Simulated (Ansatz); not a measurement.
Start from this file.

```xyz
6
Lattice="2.7964 0.0000 0.0000 0.0000 4.7900 0.0000 0.0000 0.0000 8.0990" Properties=species:S:1:pos:R:3 pbc="T T T"
Ti    1.3982    0.0000    5.5303
Ti    0.0000    2.3950    6.6182
Ta    0.0000    0.0000    0.0000
Ti    0.0000    2.3950    1.4808
Ti    1.3982    0.0000    2.5687
Ta    1.3982    2.3950    4.0495
```

### Work out the structure from the coordinates.

Formula: TaTi2. Space group Immm (No. 71), lattice body-centred orthorhombic. Cell content 2 Ta, 4 Ti; Z = 2. Ti is surrounded by seven Ti and four Ta (2.80 to 2.98 Å to Ti, 2.82 to 2.92 Å to Ta). Ta is linked to eight Ti and two Ta (2.82 to 2.92 Å to Ti, 2.80 Å to Ta). The bonds build a three-dimensional framework.

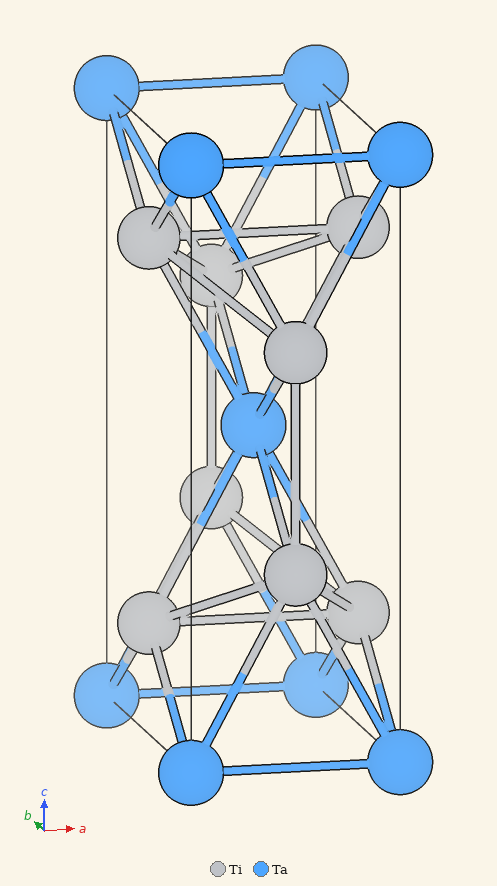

The structure above is drawn in ball-and-stick style and viewed slightly off an axis. The lines enclose the conventional unit cell; boundary atoms appear with their images.

The structure was taken from a textbook structure type filled with these elements (whether it is the usual form wasn't checked). Cell shown after relaxation with Ansatz 0.2.0, DFT PBE, scalar-relativistic, plane waves, PAW.
